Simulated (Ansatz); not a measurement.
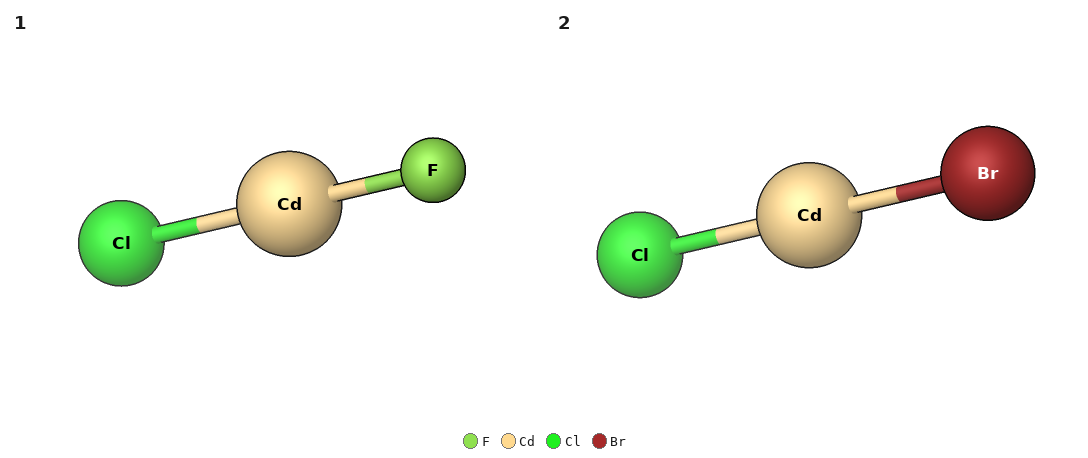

2 molecules with one skeleton, seen from the same side and at one scale. Each species is neutral and a spin singlet. Computed geometries: PBE0-D4/def2-TZVP optimisations, one conformation each. Properties computed with Ansatz 0.2.0. Elements past Kr carry core potentials.

One atom differs, called X below: F in panel 1, Br in panel 2. Their formulas are CdClF (`[F][Cd][Cl]`), CdBrCl (`[Cl][Cd][Br]`).

In which is the length of X–Cd larger (PBE0-D4/def2-TZVP)?

In panel 2 (X = Br).

In which is the harmonic X–Cd stretching wavenumber higher (PBE0-D4/def2-TZVP)?

In panel 1 (X = F).

Give the values. With PBE0-D4/def2-TZVP: length of X–Cd (Å), angle X–Cd–Cl (°), harmonic X–Cd stretching wavenumber (cm⁻¹). With PBE0-D4/def2-SVP: HOMO energy (Kohn–Sham orbital) (eV), HOMO–LUMO gap (eV).

```
                                  quantity  1 (F)  2 (Br)   2 − 1
                        length of X–Cd (Å)  1.929   2.396  +0.467
                         angle X–Cd–Cl (°)  180.0   180.0     0.0
      HOMO energy (Kohn–Sham orbital) (eV)  −8.87   −8.38   +0.49
                        HOMO–LUMO gap (eV)   6.80    6.26   −0.54
harmonic X–Cd stretching wavenumber (cm⁻¹)    599     245    −354
```
